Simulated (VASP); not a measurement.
# Driving VASP from ASE on WC, part 2 of 4

Do ASE scripts that read WC from different structure formats give one answer, and do several routes find one equilibrium volume? All runs use LDA. Left out of this account: 1 further run (self-consistent run: a reference on another mesh). The start is a computed cell from the Materials Project.

VASP 6.6.1; LDA; plane waves and PAW (W, C).

So far. Step 2 (A single point (LDA, through ASE)): The pressure is -15.34 GPa and the largest force 0.000 eV/Å, so the cell is not at a minimum at these settings.

**3. A single point (LDA, through ASE), try 2**

System of this step: WC. Symmetry: Fm-3m, No. 225, cubic system. Conventional cell: a = 4.385 Å, b = 4.385 Å, c = 4.385 Å, α = 90.00°, β = 90.00°, γ = 90.00°. Nearest to W lie 6 C at 2.19 Å. Nearest to C lie 6 W at 2.19 Å. Farther neighbours are not listed.

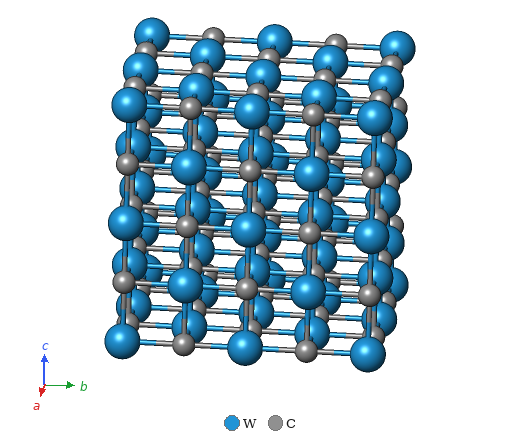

The cell of this step (tungsten blue, carbon grey). 2×2×2 cells are drawn. Some periodic images of atoms are drawn too.

The single point through ASE, with the structure read from a CIF with its space group. The file expands to the conventional cell of 8 atoms, on a 5×5×5 mesh.

The input, run.py:

```python
import numpy as np
from ase.calculators.vasp import Vasp
from ase.io import read
from ase.dft.bandgap import bandgap

atoms = read('WC.cif')

calc = Vasp(
    xc='lda',
    pp='LDA',
    prec='Accurate',
    encut=520,
    ediff=1e-06,
    nelm=100,
    ismear=-1,
    sigma=0.05,
    lreal=False,
    algo='Normal',
    nbands=28,
    lasph=True,
    lorbit=11,
    lwave=False,
    lcharg=False,
    kpar=2,
    isif=2,
    pp_version='64',
    setups={'W': '', 'C': ''},
    kpts=(5, 5, 5),
    gamma=True,
    txt='vasp.out',
)
atoms.calc = calc

print("energy (eV):", round(atoms.get_potential_energy(), 6))
print("Fermi level (eV):", round(calc.get_fermi_level(), 4))
print("forces (eV/A):")
print(np.round(atoms.get_forces(), 4))
print("stress (GPa, Voigt, tension positive):", np.round(atoms.get_stress() * 160.21766, 3))
gap, p1, p2 = bandgap(calc, direct=False)
print("gap on the mesh (eV):", round(gap, 4))
```

The input, WC.cif:

```cif
data_WC
_cell_length_a 4.38536800
_cell_length_b 4.38536800
_cell_length_c 4.38536800
_cell_angle_alpha 90.00000000
_cell_angle_beta 90.00000000
_cell_angle_gamma 90.00000000
_space_group_name_H-M_alt 'Fm-3m'
_space_group_name_Hall '-F 4 2 3'
_space_group_IT_number 225
loop_
_space_group_symop_operation_xyz
'x,y,z'
'-x,-y,-z'
'-y,x,z'
'y,-x,-z'
'-x,-y,z'
'x,y,-z'
'y,-x,z'
'-y,x,-z'
'x,-y,-z'
'-x,y,z'
'-y,-x,-z'
'y,x,z'
'-x,y,-z'
'x,-y,z'
'y,x,-z'
'-y,-x,z'
'z,x,y'
'-z,-x,-y'
'z,-y,x'
'-z,y,-x'
'z,-x,-y'
'-z,x,y'
'z,y,-x'
'-z,-y,x'
'-z,x,-y'
'z,-x,y'
'-z,-y,-x'
'z,y,x'
'-z,-x,y'
'z,x,-y'
'-z,y,x'
'z,-y,-x'
'y,z,x'
'-y,-z,-x'
'x,z,-y'
'-x,-z,y'
'-y,z,-x'
'y,-z,x'
'-x,z,y'
'x,-z,-y'
'-y,-z,x'
'y,z,-x'
'-x,-z,-y'
'x,z,y'
'y,-z,-x'
'-y,z,x'
'x,-z,y'
'-x,z,-y'
'x,y+1/2,z+1/2'
'-x,-y+1/2,-z+1/2'
'-y,x+1/2,z+1/2'
'y,-x+1/2,-z+1/2'
'-x,-y+1/2,z+1/2'
'x,y+1/2,-z+1/2'
'y,-x+1/2,z+1/2'
'-y,x+1/2,-z+1/2'
'x,-y+1/2,-z+1/2'
'-x,y+1/2,z+1/2'
'-y,-x+1/2,-z+1/2'
'y,x+1/2,z+1/2'
'-x,y+1/2,-z+1/2'
'x,-y+1/2,z+1/2'
'y,x+1/2,-z+1/2'
'-y,-x+1/2,z+1/2'
'z,x+1/2,y+1/2'
'-z,-x+1/2,-y+1/2'
'z,-y+1/2,x+1/2'
'-z,y+1/2,-x+1/2'
'z,-x+1/2,-y+1/2'
'-z,x+1/2,y+1/2'
'z,y+1/2,-x+1/2'
'-z,-y+1/2,x+1/2'
'-z,x+1/2,-y+1/2'
'z,-x+1/2,y+1/2'
'-z,-y+1/2,-x+1/2'
'z,y+1/2,x+1/2'
'-z,-x+1/2,y+1/2'
'z,x+1/2,-y+1/2'
'-z,y+1/2,x+1/2'
'z,-y+1/2,-x+1/2'
'y,z+1/2,x+1/2'
'-y,-z+1/2,-x+1/2'
'x,z+1/2,-y+1/2'
'-x,-z+1/2,y+1/2'
'-y,z+1/2,-x+1/2'
'y,-z+1/2,x+1/2'
'-x,z+1/2,y+1/2'
'x,-z+1/2,-y+1/2'
'-y,-z+1/2,x+1/2'
'y,z+1/2,-x+1/2'
'-x,-z+1/2,-y+1/2'
'x,z+1/2,y+1/2'
'y,-z+1/2,-x+1/2'
'-y,z+1/2,x+1/2'
'x,-z+1/2,y+1/2'
'-x,z+1/2,-y+1/2'
'x+1/2,y,z+1/2'
'-x+1/2,-y,-z+1/2'
'-y+1/2,x,z+1/2'
'y+1/2,-x,-z+1/2'
'-x+1/2,-y,z+1/2'
'x+1/2,y,-z+1/2'
'y+1/2,-x,z+1/2'
'-y+1/2,x,-z+1/2'
'x+1/2,-y,-z+1/2'
'-x+1/2,y,z+1/2'
'-y+1/2,-x,-z+1/2'
'y+1/2,x,z+1/2'
'-x+1/2,y,-z+1/2'
'x+1/2,-y,z+1/2'
'y+1/2,x,-z+1/2'
'-y+1/2,-x,z+1/2'
'z+1/2,x,y+1/2'
'-z+1/2,-x,-y+1/2'
'z+1/2,-y,x+1/2'
'-z+1/2,y,-x+1/2'
'z+1/2,-x,-y+1/2'
'-z+1/2,x,y+1/2'
'z+1/2,y,-x+1/2'
'-z+1/2,-y,x+1/2'
'-z+1/2,x,-y+1/2'
'z+1/2,-x,y+1/2'
'-z+1/2,-y,-x+1/2'
'z+1/2,y,x+1/2'
'-z+1/2,-x,y+1/2'
'z+1/2,x,-y+1/2'
'-z+1/2,y,x+1/2'
'z+1/2,-y,-x+1/2'
'y+1/2,z,x+1/2'
'-y+1/2,-z,-x+1/2'
'x+1/2,z,-y+1/2'
'-x+1/2,-z,y+1/2'
'-y+1/2,z,-x+1/2'
'y+1/2,-z,x+1/2'
'-x+1/2,z,y+1/2'
'x+1/2,-z,-y+1/2'
'-y+1/2,-z,x+1/2'
'y+1/2,z,-x+1/2'
'-x+1/2,-z,-y+1/2'
'x+1/2,z,y+1/2'
'y+1/2,-z,-x+1/2'
'-y+1/2,z,x+1/2'
'x+1/2,-z,y+1/2'
'-x+1/2,z,-y+1/2'
'x+1/2,y+1/2,z'
'-x+1/2,-y+1/2,-z'
'-y+1/2,x+1/2,z'
'y+1/2,-x+1/2,-z'
'-x+1/2,-y+1/2,z'
'x+1/2,y+1/2,-z'
'y+1/2,-x+1/2,z'
'-y+1/2,x+1/2,-z'
'x+1/2,-y+1/2,-z'
'-x+1/2,y+1/2,z'
'-y+1/2,-x+1/2,-z'
'y+1/2,x+1/2,z'
'-x+1/2,y+1/2,-z'
'x+1/2,-y+1/2,z'
'y+1/2,x+1/2,-z'
'-y+1/2,-x+1/2,z'
'z+1/2,x+1/2,y'
'-z+1/2,-x+1/2,-y'
'z+1/2,-y+1/2,x'
'-z+1/2,y+1/2,-x'
'z+1/2,-x+1/2,-y'
'-z+1/2,x+1/2,y'
'z+1/2,y+1/2,-x'
'-z+1/2,-y+1/2,x'
'-z+1/2,x+1/2,-y'
'z+1/2,-x+1/2,y'
'-z+1/2,-y+1/2,-x'
'z+1/2,y+1/2,x'
'-z+1/2,-x+1/2,y'
'z+1/2,x+1/2,-y'
'-z+1/2,y+1/2,x'
'z+1/2,-y+1/2,-x'
'y+1/2,z+1/2,x'
'-y+1/2,-z+1/2,-x'
'x+1/2,z+1/2,-y'
'-x+1/2,-z+1/2,y'
'-y+1/2,z+1/2,-x'
'y+1/2,-z+1/2,x'
'-x+1/2,z+1/2,y'
'x+1/2,-z+1/2,-y'
'-y+1/2,-z+1/2,x'
'y+1/2,z+1/2,-x'
'-x+1/2,-z+1/2,-y'
'x+1/2,z+1/2,y'
'y+1/2,-z+1/2,-x'
'-y+1/2,z+1/2,x'
'x+1/2,-z+1/2,y'
'-x+1/2,z+1/2,-y'
loop_
_atom_site_label
_atom_site_type_symbol
_atom_site_symmetry_multiplicity
_atom_site_Wyckoff_symbol
_atom_site_fract_x
_atom_site_fract_y
_atom_site_fract_z
_atom_site_occupancy
W1 W 4 a 0.0000000000 0.0000000000 0.0000000000 1
C1 C 4 b 0.5000000000 0.0000000000 0.0000000000 1
```

Potentials, in the order of the species: W and C (LDA family, release 64).

Run with:

```bash
$ export ASE_VASP_COMMAND="mpirun -np 2 vasp_std"
$ python run.py
```

The log of the run:

```text
energy (eV): -95.387255
Fermi level (eV): 9.4941
forces (eV/A):
[[-0. -0.  0.]
 [-0.  0. -0.]
 [-0. -0. -0.]
 [ 0. -0. -0.]
 [-0. -0.  0.]
 [ 0.  0. -0.]
 [-0.  0.  0.]
 [ 0. -0. -0.]]
stress (GPa, Voigt, tension positive): [15.356 15.356 15.356  0.    -0.    -0.   ]
gap on the mesh (eV): 0.0
```

It took 16 s on 2 MPI ranks of AMD EPYC 7R43, shared host; peak memory 0.3 GiB; 30 s of CPU time.

The INCAR that ASE wrote:

```
ENCUT = 520.000000
SIGMA = 0.050000
EDIFF = 1.00e-06
ALGO = Normal
PREC = Accurate
ISIF = 2
ISMEAR = -1
KPAR = 2
LORBIT = 11
NBANDS = 28
NELM = 100
LASPH = .TRUE.
LCHARG = .FALSE.
LWAVE = .FALSE.
LREAL = .FALSE.
```

The KPOINTS that ASE wrote:

```
KPOINTS created by Atomic Simulation Environment
0
Gamma
5 5 5
0 0 0
```

VASP's own log, vasp.out:

```text
[banner, memory and clock lines left out]
running    2 mpi-ranks, on    1 nodes
 distrk:  each k-point on    1 cores,    2 groups
 distr:  one band on    1 cores,    1 groups

 POSCAR found type information on POSCAR W C
 POSCAR found :  2 types and       8 ions
 LDA part: xc-table for (Slater(with rela. corr.)+CA(PZ))
 , standard interpolation
 POSCAR, INCAR and KPOINTS ok, starting setup
 FFT: planning ... GRIDC
 FFT: planning ... GRID_SOFT
 FFT: planning ... GRID
 WAVECAR not read
 entering main loop
       N       E                     dE             d eps       ncg     rms          rms(c)
DAV:   1     0.146993139973E+03    0.14699E+03   -0.19058E+04   560   0.132E+03
DAV:   2    -0.887035465560E+02   -0.23570E+03   -0.22670E+03   660   0.312E+02
DAV:   3    -0.109300848356E+03   -0.20597E+02   -0.19599E+02   816   0.726E+01
DAV:   4    -0.109798910885E+03   -0.49806E+00   -0.49245E+00   744   0.114E+01
DAV:   5    -0.109809471055E+03   -0.10560E-01   -0.10536E-01   764   0.166E+00    0.646E+01
DAV:   6    -0.959437939548E+02    0.13866E+02   -0.78444E+01   692   0.387E+01    0.214E+01
DAV:   7    -0.955530380754E+02    0.39076E+00   -0.43475E+00   700   0.111E+01    0.143E+01
DAV:   8    -0.954162350556E+02    0.13680E+00   -0.37868E-01   656   0.359E+00    0.173E+00
DAV:   9    -0.954086844367E+02    0.75506E-02   -0.73990E-02   724   0.118E+00    0.556E-01
DAV:  10    -0.954066362425E+02    0.20482E-02   -0.14544E-02   720   0.589E-01    0.420E-01
DAV:  11    -0.954062064892E+02    0.42975E-03   -0.14407E-03   740   0.201E-01    0.221E-02
DAV:  12    -0.954062082697E+02   -0.17805E-05   -0.16889E-04   844   0.636E-02    0.463E-02
DAV:  13    -0.954061976975E+02    0.10572E-04   -0.46519E-05   764   0.303E-02    0.119E-02
DAV:  14    -0.954061975895E+02    0.10798E-06   -0.14359E-06   408   0.804E-03
   1 F= -.95406198E+02 E0= -.95387255E+02  d E =-.378853E-01
```

From OUTCAR (step 3):

```text
  LATTYP: Found a simple cubic cell.
 ALAT       =     4.3853680000

The static configuration has the point symmetry O_h .

 Found     10 irreducible k-points:

   k-points           NKPTS =     10   k-points in BZ     NKDIM =     10   number of bands    NBANDS=     28

   dimension x,y,z NGX =    36 NGY =   36 NGZ =   36
   dimension x,y,z NGXF=    72 NGYF=   72 NGZF=   72

   ENCUT  =  520.0 eV  38.22 Ry    6.18 a.u.   8.15  8.15  8.15*2*pi/ulx,y,z

   NELECT =      40.0000    total number of electrons

 E-fermi :   9.4941

 k-point     1 :       0.0000    0.0000    0.0000
  band No.  band energies     occupation
    ...
     20       8.6145      2.00000
     21       8.6145      2.00000
     22       8.6925      2.00000
     23       8.6925      2.00000
     24       8.6925      2.00000
     25      10.4123      0.00000
     26      10.4123      0.00000
     27      10.4123      0.00000
     28      11.8291      0.00000

 k-point     2 :       0.2000    0.0000    0.0000
  band No.  band energies     occupation
    ...
     19       7.8860      2.00000
     20       7.8860      2.00000
     21       8.7627      2.00000
     22       9.5122      0.82101
     23       9.5122      0.82101
     24      10.2115      0.00000
     25      11.6120      0.00000
     26      11.6550      0.00000
     27      11.6707      0.00000
     28      11.7844      0.00000

  Total       -8.0832625     -8.0832625     -8.0832625      0.0000000      0.0000000      0.0000000
  in kB     -153.5603646   -153.5603646   -153.5603646      0.0000000      0.0000000      0.0000000
  external PRESSURE =    -153.5603646 kB  Pullay stress =       0.0000000 kB

  energy-cutoff  :      520.00
  volume of cell :       84.34
      direct lattice vectors                 reciprocal lattice vectors
     4.385368000  0.000000000  0.000000000     0.228031034  0.000000000  0.000000000
     0.000000000  4.385368000  0.000000000     0.000000000  0.228031034  0.000000000
     0.000000000  0.000000000  4.385368000     0.000000000  0.000000000  0.228031034

 POSITION                                       TOTAL-FORCE (eV/Angst)
 -----------------------------------------------------------------------------------
      0.00000      0.00000      0.00000        -0.000000     -0.000000      0.000000
      0.00000      2.19268      2.19268        -0.000000      0.000000     -0.000000
      2.19268      0.00000      2.19268        -0.000000     -0.000000     -0.000000
      2.19268      2.19268      0.00000         0.000000     -0.000000     -0.000000
      2.19268      0.00000      0.00000        -0.000000     -0.000000      0.000000
      0.00000      2.19268      0.00000         0.000000      0.000000     -0.000000
      0.00000      0.00000      2.19268        -0.000000      0.000000      0.000000
      2.19268      2.19268      2.19268         0.000000     -0.000000     -0.000000
 -----------------------------------------------------------------------------------
    total drift:                                0.000000      0.000000     -0.000000

  FREE ENERGIE OF THE ION-ELECTRON SYSTEM (eV)
  ---------------------------------------------------
  free  energy   TOTEN  =       -95.4061975895 eV

  energy  without entropy=      -95.3683123268  energy(sigma->0) =      -95.38725496

 total charge
# of ion       s       p       d       tot
------------------------------------------
    1        0.557   0.769   4.304   5.629
    2        0.557   0.769   4.304   5.629
    3        0.557   0.769   4.304   5.629
    4        0.557   0.769   4.304   5.629
    5        0.848   1.577   0.000   2.425
    6        0.848   1.577   0.000   2.425
    7        0.848   1.577   0.000   2.425
    8        0.848   1.577   0.000   2.425
--------------------------------------------------
tot          5.621   9.382  17.214  32.217

[... 1 part as in an earlier step ...]

[... 7 further parts left out ...]
```

The k-mesh is coarse for a metal. At this level the cell is under a tension of 15.4 GPa, so at these settings it is away from equilibrium.

Numbers from this step:

```
SCF cycles              : 14
electrons               : 40
bands                   : 28
irreducible k-points    : 10
free energy (TOTEN)     : -95.4062 eV
energy at zero smearing : -95.3873 eV
Fermi energy            : 9.494 eV
pressure                : -15.36 GPa
```

The energy lies +4.01 meV an atom from the first script, since this cell and mesh sample the zone at other points.

(Continued in part 3 of 4.)

[Lines on the potential files, build, host, timing and source positions are cut from VASP's logs without a mark.]

[Logs are printed without paths, hosts, clocks, repeated set-up lines and the standing remarks that a program may print on its own settings, such as how far it seeks lower states.]

[Hosts, paths, dates, database ids (printed as entryN), source tags and the programs' standing remarks are cut or masked in the printed files.]

[A measured line is paired with the nearest computed mode of its activity, which favours agreement.]
